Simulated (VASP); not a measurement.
Band structure of ZrIn (space group P4/mmm). Calculation: PBEsol GGA, VASP's PBE PAW potentials (set 64) (plane waves; VASP).

Unless said otherwise, spin-orbit coupling is left out, though it shifts the bands of the heavy elements here.

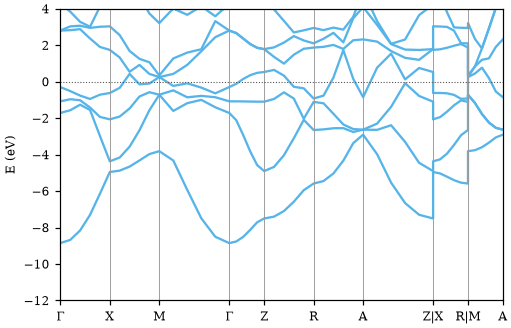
Fig. 1. Bands along high-symmetry lines, zero at the valence-band maximum or, without a gap, the Fermi level

### Question
Read the plot: is there a gap, and where are the band edges?

### Answer
It has no gap at this level: it comes out as a metal or semimetal.

The structure comes from a computed database's ZrIn entry (P4/mmm); how it stands against other phases isn't given here. The cell was not relaxed at this level. The electron count is odd and the run is not spin-polarised, which forces a metal.
